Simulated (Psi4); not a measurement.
**PBE/def2-TZVP (density fitting, sweep point 6) run of H2S (SMILES S)**

Aim: energy and gradient of H2S. 

Program for the calculation: Psi4 1.11.

## Step 1: The structure to begin with

H2S: 3 atoms, total charge 0, spin state singlet. SMILES: `S`. The shape is that of a PBE0-D4/def2-TZVP optimisation.

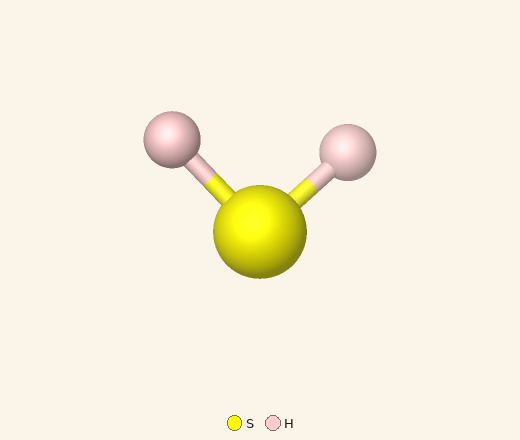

The structure, seen from a chosen angle (sulfur yellow, hydrogen pink).

## Step 2: Energy and gradient at PBE/def2-TZVP (density fitting, sweep point 6)

Input file h2s.dat:

```
memory 1600 mb

molecule system {
  0 1
  S      0.495500    -0.280600     0.243900
  H      0.097900     0.997700     0.162400
  H     -0.593400    -0.717100    -0.406300
  symmetry c1
}

set {
  basis    def2-TZVP
  scf_type df
  guess    sap
}

result, w = gradient("pbe", return_wfn=True)
print_variables()
```

Launch:

```sh
$ psi4 -n 1 h2s.dat h2s.out
```

Q: Predict the results. Wanted: total energy; dipole moment; HOMO energy; LUMO energy; HOMO–LUMO gap; largest force on an atom.

Answer, from the run:

At PBE/def2-TZVP (density fitting, sweep point 6):

```
                quantity          value
            total energy  -399.22655 Eh
           dipole moment         1.13 D
             HOMO energy       -6.19 eV
             LUMO energy       -0.43 eV
           HOMO–LUMO gap        5.76 eV
largest force on an atom     0.423 eV/Å
```

In words: The largest force is 0.42 eV/Å: the shape isn't a stationary point for this species at this level.
